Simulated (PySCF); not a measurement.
CH$_{7}$BOSi$_{2}$ (SMILES CO[Si]B[SiH3]) (triplet)

Input file:

```
{"job": {"kind": "epr"}, "charge": 0, "multiplicity": 3}
Si    -1.468384    -0.776082    -1.125711
O     -2.033109    -0.161553     0.288953
C     -1.438111     0.439892     1.413205
B      0.396876    -0.772666    -1.641888
Si     1.788952     0.032208    -0.438399
H     -0.547633    -0.117369     1.748056
H     -2.171768     0.456568     2.232008
H     -1.136631     1.475473     1.188718
H      0.627737    -1.295133    -2.705301
H      2.024653    -0.813932     0.780338
H      1.396417     1.388303     0.070631
H      3.106897     0.184317    -1.134594
```

Launched as:

```sh
OMP_NUM_THREADS=1 python cluster_run.py task.json out
```

Geometry: PBE0-D3(BJ)/def2-SVP.

These are results of UKS B3LYP, IGLO-III on B C O Si, pcH-1 on H, non-relativistic, mean-field spin-orbit, GIAO in PySCF, not measurements.

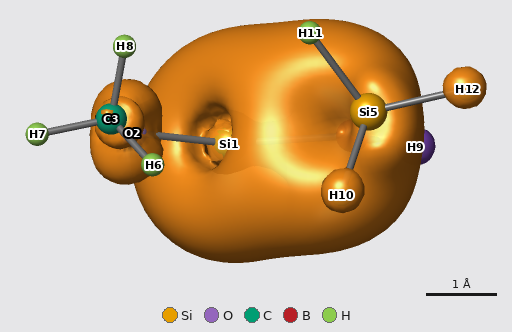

Figure 1. Isosurfaces of the spin density (α minus β) at +0.02 (orange) and −0.02 e/Å³ (purple), seen from one side.

Describe the spin distribution.

Answer. The unpaired spin (2 electrons) lies mostly on Si1 (about 1.1), B4 (about 0.6), Si5 (about 0.1) and O2 (about 0.1), in electrons by Hirshfeld's partition.

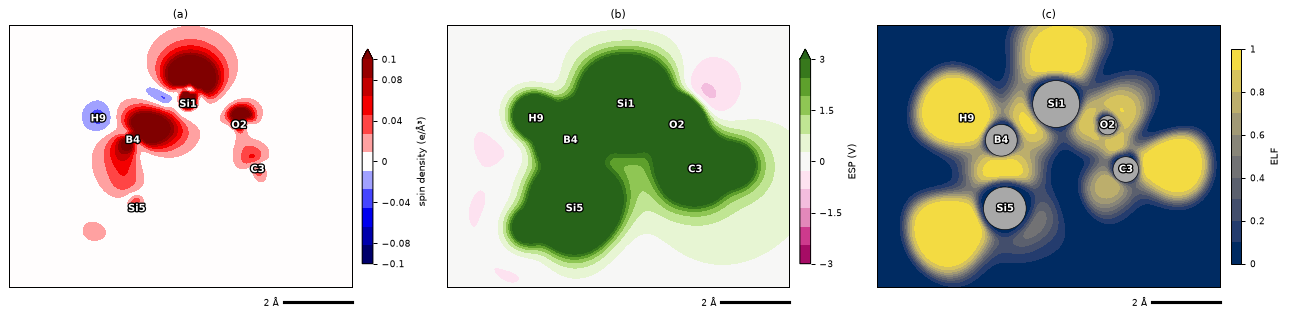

Figure 2. (a) spin density (α minus β); (b) molecular electrostatic potential; (c) electron localisation function on the plane of atoms Si1, O2 and C3. Grey discs cover the atomic cores in the ELF map.

Interpret the plot.

Answer.
- Atoms in the plane: Si, O, C, B and H.
- C–O (1.41 Å): the ELF peaks at about 0.90 between the atoms (a polar covalent bond).
- Si–O (1.64 Å): the ELF peaks at about 0.85 between the atoms; a shared but strongly polarised pair.
- Si–B (1.94 Å): the ELF peaks at about 0.95 between the atoms, as expected for a covalent bond.
- Si–B (2.01 Å): the ELF peaks at about 1 between the atoms, as expected for a covalent bond.
- B–H (1.21 Å): the ELF climbs to about 1 towards the hydrogen, as it does in any bond to H: a covalent bond by its length.
- The ELF also peaks beside O2 and Si1, away from the bonds: non-bonding electrons, paired or unpaired.
- Outside the dense part of the molecule the potential is most negative (−0.9 V) near O2.

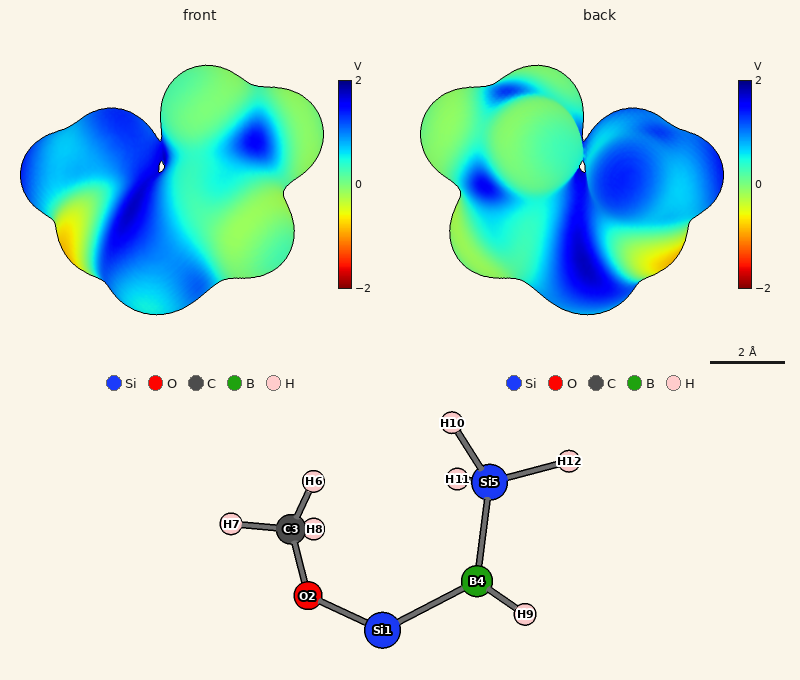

Figure 3. The molecular electrostatic potential painted on the density surface at 0.004 e/bohr³, seen from the front and from behind; red is negative and blue positive. The bare structure is drawn below in the same view.

Where is the surface potential most negative and most positive?

Answer. The most negative region (about −0.8 V) lies over O2, the most positive (about +1.7 V) over Si1 and Si5.
